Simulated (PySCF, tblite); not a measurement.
# C4HF4N: geometry, infrared bands and NMR shifts

What infrared bands and NMR shifts should C4HF4N (`N#C/C(F)=C(\F)C(F)F`) show?

Programs: tblite 0.8.0 and PySCF 2.14.0, with density-fitted response routines of our own. Each step states its level of theory. These are calculated values for one molecule in the gas phase, unless marked as measured. Atoms count from 0, in the outputs and in this text.

## Step 1: The molecule as given

10 atoms, charge 0, multiplicity 1; geometry from: force field or distance geometry start.

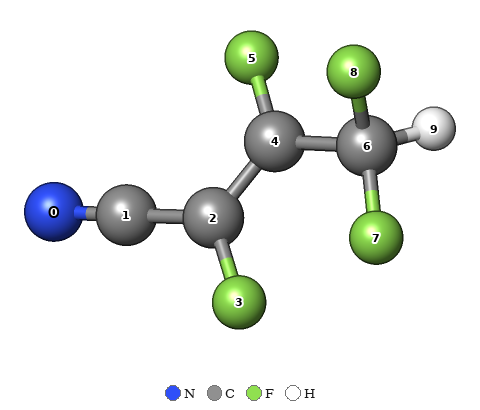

The starting geometry (nitrogen blue, carbon grey, fluorine green, hydrogen white), atoms numbered; sticks join atoms by distance.

## Step 2: Geometry optimisation with GFN2-xTB

Job settings and geometry (Å):

```
{"job": {"kind": "relax", "xc": "GFN2-xTB", "basis": "xTB"}, "charge": 0, "multiplicity": 1}
N      3.411000    -0.311800    -0.218300
C      2.275000     0.022900    -0.186400
C      0.908400     0.411900    -0.135800
F      0.551600     1.728300    -0.286900
C     -0.093500    -0.447000     0.036500
F      0.233800    -1.754000     0.166900
C     -1.526700    -0.025400     0.063800
F     -1.635700     1.341800    -0.089600
F     -1.975900    -0.434600     1.313300
H     -2.139300    -0.527600    -0.686000
```

Launch:

```bash
OMP_NUM_THREADS=1 python probes_run.py task.json out
```

This one command runs all jobs of the session in turn.

Standard output:

```text
step      E/eV     max force
  0    -838.54240    4.656
  1    -838.16902   15.936
  2    -838.79939    1.340
  3    -838.85014    0.800
  4    -838.90751    0.983
  5    -838.92128    0.605
  6    -838.93788    0.308
  7    -838.94560    0.341
  8    -838.95404    0.258
  9    -838.96038    0.202
 10    -838.96572    0.186
 11    -838.96851    0.163
 12    -838.96972    0.122
 13    -838.97043    0.087
 14    -838.97106    0.067
 15    -838.97158    0.075
 16    -838.97199    0.052
 17    -838.97235    0.057
 18    -838.97271    0.056
 19    -838.97306    0.060
 20    -838.97344    0.062
 21    -838.97391    0.072
 22    -838.97455    0.096
 23    -838.97527    0.124
 24    -838.97588    0.093
 25    -838.97639    0.087
 26    -838.97701    0.095
 27    -838.97794    0.116
 28    -838.97912    0.138
 29    -838.98022    0.111
 30    -838.98103    0.084
 31    -838.98162    0.061
 32    -838.98225    0.077
 33    -838.98295    0.079
 34    -838.98368    0.084
 35    -838.98454    0.101
 36    -838.98575    0.145
 37    -838.98738    0.159
 38    -838.98999    0.186
 39    -838.99321    0.218
 40    -838.99712    0.165
 41    -838.99847    0.414
 42    -839.00545    0.183
 43    -839.00912    0.146
 44    -839.01065    0.347
 45    -839.01416    0.159
 46    -839.01632    0.127
 47    -839.01603    0.569
 48    -839.02539    0.127
 49    -839.02754    0.066
 50    -839.02824    0.183
 51    -839.02913    0.051
 52    -839.02930    0.046
 53    -839.02968    0.042
 54    -839.02991    0.056
 55    -839.03046    0.073
 56    -839.03096    0.067
 57    -839.03144    0.079
 58    -839.03188    0.070
 59    -839.03232    0.054
 60    -839.03259    0.030
 61    -839.03269    0.018
 62    -839.03271    0.051
 63    -839.03277    0.024
 64    -839.03281    0.012
 65    -839.03287    0.014
 66    -839.03292    0.021
 67    -839.03299    0.029
 68    -839.03309    0.039
 69    -839.03323    0.036
 70    -839.03334    0.024
 71    -839.03337    0.020
 72    -839.03340    0.014
 73    -839.03343    0.012
 74    -839.03346    0.015
 75    -839.03348    0.011
 76    -839.03349    0.005
```

It took 0.55 s on 1 thread of Arm Neoverse N1, shared host.

Along the way: (not every step is listed) (the energy doesn't fall at every step)

| step | energy from step 0 (eV) | largest force (eV/Å) |
| --- | --- | --- |
| 0 | 0.0000 | 4.6557 |
| 1 | 0.3734 | 15.9362 |
| 2 | -0.2570 | 1.3402 |
| 3 | -0.3077 | 0.7999 |
| 4 | -0.3651 | 0.9826 |
| 5 | -0.3789 | 0.6049 |
| 6 | -0.3955 | 0.3075 |
| 7 | -0.4032 | 0.3414 |
| 8 | -0.4116 | 0.2580 |
| 14 | -0.4287 | 0.0672 |
| 20 | -0.4310 | 0.0624 |
| 26 | -0.4346 | 0.0954 |
| 32 | -0.4398 | 0.0773 |
| 38 | -0.4476 | 0.1864 |
| 44 | -0.4683 | 0.3474 |
| 50 | -0.4858 | 0.1825 |
| 56 | -0.4886 | 0.0666 |
| 62 | -0.4903 | 0.0508 |
| 68 | -0.4907 | 0.0393 |
| 71 | -0.4910 | 0.0199 |
| 72 | -0.4910 | 0.0142 |
| 73 | -0.4910 | 0.0124 |
| 74 | -0.4911 | 0.0146 |
| 75 | -0.4911 | 0.0115 |
| 76 | -0.4911 | 0.0049 |

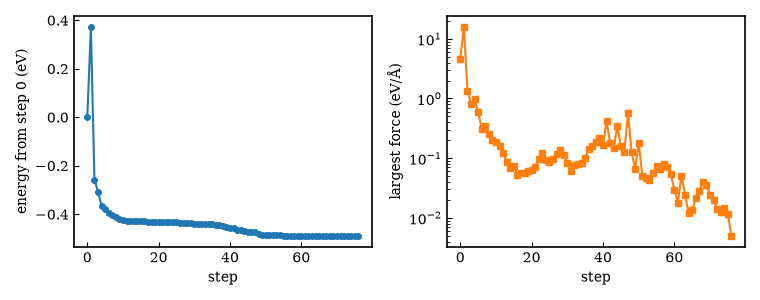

Energy and largest force along the relaxation.

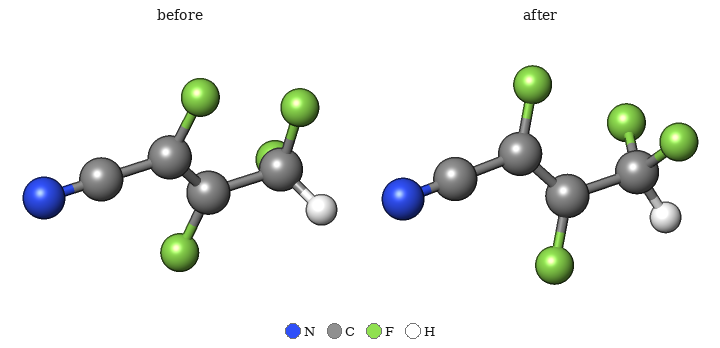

Before and after, at one scale.

Distances of close pairs at the start and the end, largest changes first:

| bond | before (Å) | after (Å) | change (Å) |
| --- | --- | --- | --- |
| C2–F3 | 1.372 | 1.330 | -0.042 |
| N0–C1 | 1.185 | 1.143 | -0.041 |
| C6–F8 | 1.389 | 1.350 | -0.039 |
| C6–F7 | 1.380 | 1.350 | -0.030 |
| C4–F5 | 1.354 | 1.335 | -0.018 |
| C4–C6 | 1.494 | 1.512 | +0.018 |
| C2–C4 | 1.331 | 1.342 | +0.012 |
| C6–H9 | 1.091 | 1.101 | +0.011 |

The final coordinates are the input of the step that follows.

## Step 3: Vibrational analysis with GFN2-xTB

Job settings and geometry (Å):

```
{"job": {"kind": "ir", "xc": "GFN2-xTB", "basis": "xTB"}, "charge": 0, "multiplicity": 1}
N      3.393984    -0.271515    -0.314007
C      2.303936     0.032453    -0.151177
C      0.949023     0.413205     0.051409
F      0.742240     1.672759     0.426647
C     -0.087979    -0.422344    -0.117334
F      0.125874    -1.685232    -0.495395
C     -1.545139    -0.073240     0.083054
F     -1.914063     0.938793    -0.730713
F     -1.771235     0.343469     1.347100
H     -2.187759    -0.943694    -0.122111
```

Standard output:

```text
mode    cm-1     km/mol
  1      35.8      3.36
  2      82.4      1.53
  3     101.8      4.21
  4     165.0      1.42
  5     232.0      3.51
  6     300.3     24.50
  7     323.8     25.30
  8     345.2      5.28
  9     478.5      2.60
 10     540.9      0.11
 11     555.1     16.55
 12     602.2      0.02
 13     636.7     27.66
 14     703.8     21.48
 15    1023.2      2.06
 16    1030.4    205.81
 17    1083.4    122.38
 18    1175.5    177.50
 19    1234.8    129.74
 20    1241.0      8.73
 21    1303.7     36.75
 22    1665.4      2.35
 23    2380.1     68.68
 24    2907.6      8.67
```

Run time: 0.35 s. Hardware: 1 thread of Arm Neoverse N1, shared host.

The strongest bands and the atoms that carry them (share of the mass-weighted mode):

| cm⁻¹ | km/mol | atoms |
| --- | --- | --- |
| 324 | 25.3 | F5 26 %, C1 22 %, F3 15 %, N0 14 % |
| 637 | 27.7 | F5 22 %, C6 20 %, C1 15 %, F3 11 % |
| 1030 | 205.8 | C6 62 %, F8 17 %, F7 17 % |
| 1083 | 122.4 | C6 46 %, F8 13 %, F7 12 % |
| 1176 | 177.5 | C4 41 %, H9 25 %, F5 19 % |
| 1235 | 129.7 | C2 51 %, H9 25 %, F3 14 % |
| 1304 | 36.8 | C4 28 %, H9 27 %, C6 20 %, C2 17 % |
| 2380 | 68.7 | C1 60 %, N0 40 % |

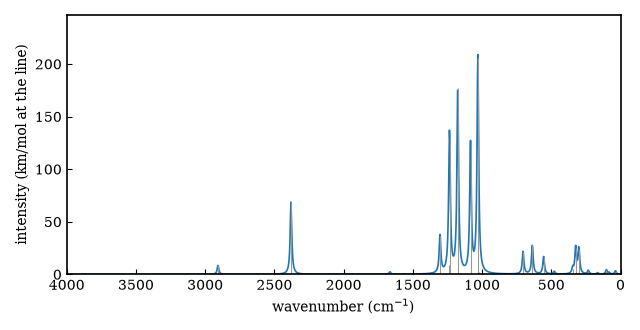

The infrared spectrum from these modes, unscaled. Lines are broadened to a width of 14 cm⁻¹ (Lorentzian).

## Step 4: Nuclear shieldings: PBE0/pcSseg-1

Settings changed since step 3:

```diff
@@ -1,2 +1,2 @@
-{"job": {"kind": "ir", "xc": "GFN2-xTB", "basis": "xTB"}, "charge": 0, "multiplicity": 1}
+{"job": {"kind": "nmr", "xc": "PBE0", "basis": "pcSseg-1"}, "charge": 0, "multiplicity": 1}
 N      3.393984    -0.271515    -0.314007
```

Level: GIAO PBE0/pcSseg-1 NMR shielding, non-relativistic, gas phase.

Standard output:

```text
coarse grid: 10376 points
cycle   1  E = -606.1522869023  dE =  1.588e+00  |g| = 9.730e-01  |ddm| = 3.077e+00
cycle   2  E = -605.7159996562  dE =  4.363e-01  |g| = 1.800e+00  |ddm| = 1.893e+00
cycle   3  E = -606.3086201997  dE = -5.926e-01  |g| = 2.790e-01  |ddm| = 1.388e+00
cycle   4  E = -606.3223082352  dE = -1.369e-02  |g| = 1.106e-01  |ddm| = 2.329e-01
cycle   5  E = -606.3246184801  dE = -2.310e-03  |g| = 2.567e-02  |ddm| = 8.294e-02
cycle   6  E = -606.3247389945  dE = -1.205e-04  |g| = 9.489e-03  |ddm| = 2.416e-02
cycle   7  E = -606.3247583372  dE = -1.934e-05  |g| = 2.298e-03  |ddm| = 8.598e-03
cycle   8  E = -606.3247593684  dE = -1.031e-06  |g| = 5.671e-04  |ddm| = 2.109e-03
final grid: 107616 points
cycle   9  E = -606.4036156921  dE = -4.489e-05  |g| = 6.730e-03  |ddm| = 2.901e-02
cycle  10  E = -606.4036079141  dE =  7.778e-06  |g| = 1.011e-02  |ddm| = 1.181e-02
cycle  11  E = -606.4036241912  dE = -1.628e-05  |g| = 6.683e-04  |ddm| = 6.390e-03
cycle  12  E = -606.4036242688  dE = -7.763e-08  |g| = 2.478e-04  |ddm| = 6.976e-04
cycle  13  E = -606.4036242767  dE = -7.898e-09  |g| = 1.485e-04  |ddm| = 2.646e-04
cycle  14  E = -606.4036242814  dE = -4.740e-09  |g| = 4.640e-05  |ddm| = 1.288e-04
cycle  15  E = -606.4036242818  dE = -3.856e-10  |g| = 1.449e-05  |ddm| = 3.671e-05
converged SCF energy = -606.4036242818

GIAO shielding tensors (ppm)
atom      isotropic    diamagn.    paramagn.     s11        s22        s33       span
  0 N      -82.487     337.962    -420.449   -246.026   -207.532    206.098    452.123
  1 C       73.502     259.629    -186.127    -37.493    -36.618    294.616    332.109
  2 C       47.732     246.326    -198.594    -23.027     72.435     93.787    116.814
  3 F      335.949     471.399    -135.450    278.820    327.899    401.129    122.309
  4 C       14.746     252.708    -237.961    -73.265     31.067     86.437    159.702
  5 F      316.171     472.045    -155.874    256.019    311.420    381.074    125.055
  6 C       68.616     235.331    -166.715     53.958     72.105     79.785     25.827
  7 F      302.682     471.756    -169.074    200.355    328.843    378.848    178.493
  8 F      302.713     471.768    -169.055    200.372    328.877    378.889    178.517
  9 H       25.012      26.107      -1.095     23.358     23.459     28.219      4.861
```

Run time: 25 s. Hardware: 1 thread of Arm Neoverse N1, shared host; peak memory 0.72 GiB.

The references, computed at this level on geometries of the same kind, shield at (ppm): 1H TMS 31.72, 13C TMS 186.9, 19F CFCl3 170.9, 15N NH3 267.7. Their shielding less the atom's gives the shift. The references are single molecules in the gas phase, so shifts against H2O, NH3, PH3, H3PO4 or CFCl3 are not on the usual liquid scales and can be off by tens of ppm. Atoms listed in one row are averaged.

| atoms | environment | σ (ppm) | δ (ppm) | δ scaled to CDCl3 |
| --- | --- | --- | --- | --- |
| C4 | fully substituted alkene carbon | 14.7 | 172.2 | 166.1 |
| C2 | fully substituted alkene carbon | 47.7 | 139.2 | 133.9 |
| C6 | allylic sp3 CH bonded to 2 F | 68.6 | 118.3 | 113.6 |
| C1 | nitrile carbon | 73.5 | 113.4 | 108.8 |
| H9 | hydrogen on an allylic sp3 CH bonded to 2 F | 25.01 | 6.70 | 6.43 |
| N0 | nitrile nitrogen | -82.5 | 350.2 | – |
| F7, F8 | fluorine of a CF2 group | 302.7 | -131.8 | – |
| F5 | vinylic fluorine | 316.2 | -145.2 | – |
| F3 | vinylic fluorine | 335.9 | -165.0 | – |

The scaled column applies a straight-line fit of computed shieldings to shifts measured in CDCl3, and one for carbons that bear F (root-mean-square error 0.16 ppm for H, 1.9 ppm for C).

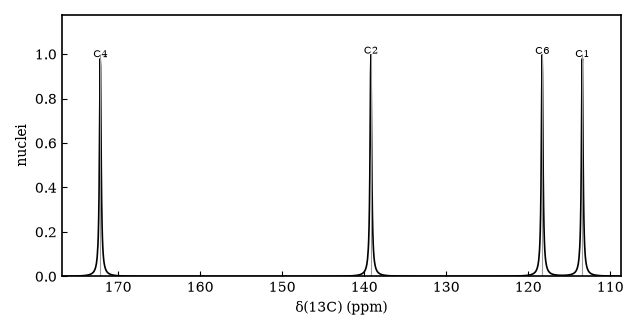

13C lines at the computed shifts, without couplings. Lines are broadened to a width of 0.24 ppm (Lorentzian).

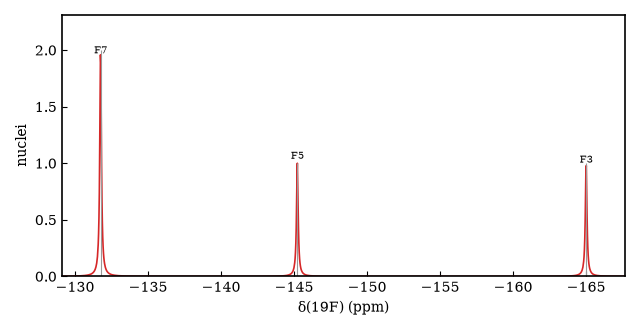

19F lines at the computed shifts, without couplings. Lines are broadened to a width of 0.13 ppm (Lorentzian).

The run also stored atomic charges by several schemes (e):

| atoms | Mulliken | IAO | Hirshfeld | ESP fit |
| --- | --- | --- | --- | --- |
| N0 | -0.20 | -0.17 | -0.16 | -0.40 |
| C1 | 0.11 | 0.12 | 0.07 | 0.42 |
| C2 | 0.30 | 0.23 | 0.09 | 0.01 |
| F3 | -0.23 | -0.23 | -0.04 | -0.07 |
| C4 | 0.14 | 0.24 | 0.07 | 0.09 |
| F5 | -0.23 | -0.23 | -0.05 | -0.13 |
| C6 | 0.55 | 0.43 | 0.15 | 0.36 |
| F7, F8 | -0.28 | -0.28 | -0.10 | -0.20 |

IAO charges:

| atom | value (e) |
| --- | --- |
| N0 | -0.17 |
| C1 | 0.12 |
| C2 | 0.23 |
| F3 | -0.23 |
| C4 | 0.24 |
| F5 | -0.23 |
| C6 | 0.43 |
| F7 | -0.28 |
| F8 | -0.28 |
| H9 | 0.17 |

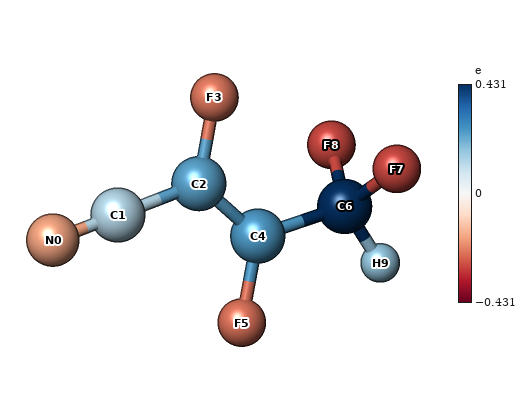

IAO charges, as colours on the atoms.

Mayer bond orders: N0–C1 2.98, C1–C2 1.05, C2–F3 0.99, C2–C4 1.56, C4–F5 0.99, C4–C6 1.01, C6–F7 0.98, C6–F8 0.98.

## Step 5: Outcome

```
                                                                 quantity                           value
                                strongest single infrared mode (GFN2-xTB)           1030 cm⁻¹, 206 km/mol
                                             zero-point energy (GFN2-xTB)                   28.8 kcal/mol
                                   13C shifts against TMS (PBE0/pcSseg-1)  172.2, 139.2, 118.3, 113.4 ppm
                                    1H shifts against TMS (PBE0/pcSseg-1)                        6.70 ppm
                                   15N shifts against NH3 (PBE0/pcSseg-1)                       350.2 ppm
19F shifts against CFCl3 (PBE0/pcSseg-1, means over atoms taken as alike)      -131.8, -145.2, -165.0 ppm
```

Over 76 steps the energy fell by 0.491 eV; of the close pairs, C2–F3 changed most, 1.372 to 1.330 Å. All 24 modes are real, so the xTB geometry is a minimum. The strongest single mode, at 1030 cm⁻¹, moves mainly C6. Unscaled tight-binding wavenumbers are off by several per cent, some by more. Its intensities can rank the bands wrongly. At PBE0/pcSseg-1: The largest span, 452 ppm, is at N0, where the paramagnetic term is -420 ppm.
